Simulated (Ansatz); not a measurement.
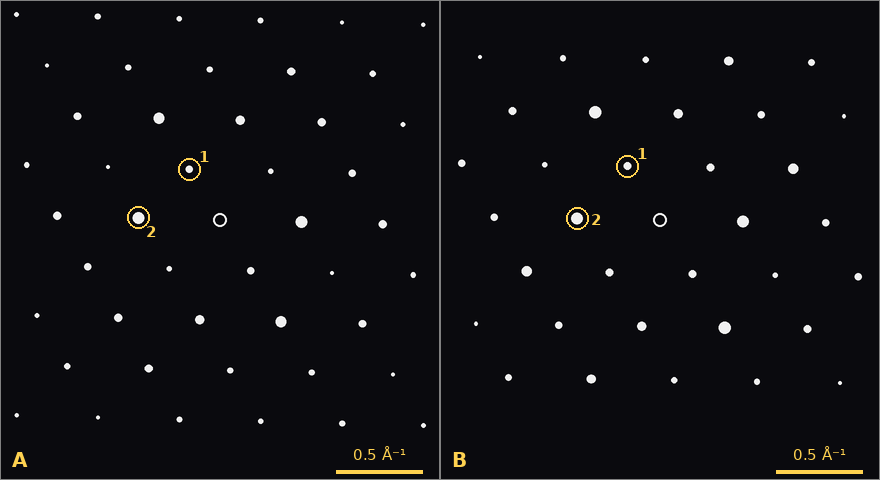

Kinematic electron diffraction patterns (200 kV, B = 0.5 Å², same scale) along [111] of the run's own cell, for the start and the end of one relaxation of NaReS2 with DFT, PAW plane waves, lda (Ansatz 0.2.0). k mesh 7×7×7. The start is a generated model structure, and the relaxation ends in the nearest stationary point of its symmetry, not necessarily the ground state. Spot 1 is -1 0 1 and spot 2 is -1 -1 2 in both.

Start structure:

```yaml
crystal:
  lattice:
    - [1.74035, 3.01438, 0.00000]
    - [-1.74035, 3.01438, 0.00000]
    - [-1.74035, 1.00479, 6.88316]
  atoms:
    - { symbol: Re, position: [0.00000, 0.00000, 0.00000] }
    - { symbol: Na, position: [0.50000, 0.00000, 0.50000] }
    - { symbol: S, position: [0.27400, 0.45200, 0.82200] }
    - { symbol: S, position: [0.72600, 0.54800, 0.17800] }
```

Question: Which pattern belongs to the start structure, and which to the relaxed one?

Answer: A is the start: its cell gives d(1) = 2.894 Å, d(2) = 2.108 Å and an angle of 57.6°. B is the relaxed structure, with d(1) = 2.731 Å (-5.6 %), d(2) = 2.071 Å (-1.8 %) and 58.1°.

Question: Name reflections whose intensity changes strongly on relaxation.

Answer: 0 1 -1 goes from 2.3 to 16 % of the strongest spot; 1 2 -3 goes from 17 to 53 % of the strongest spot; 1 -2 1 goes from 20 to 36 % of the strongest spot.

Question: What did the relaxation do to the structure and the energy?

Answer: The volume changed by -9.3 % to 16.37 Å³ an atom; with the mean shift removed, the atoms moved by up to 0.23 Å relative to the cell (S most); the space group stayed R-3m (No. 166); the free energy fell by 80 meV an atom. Relaxed cell: a = 3.262 Å, b = 3.262 Å, c = 7.350 Å, α = 77.18°, β = 90.00°, γ = 60.00°.
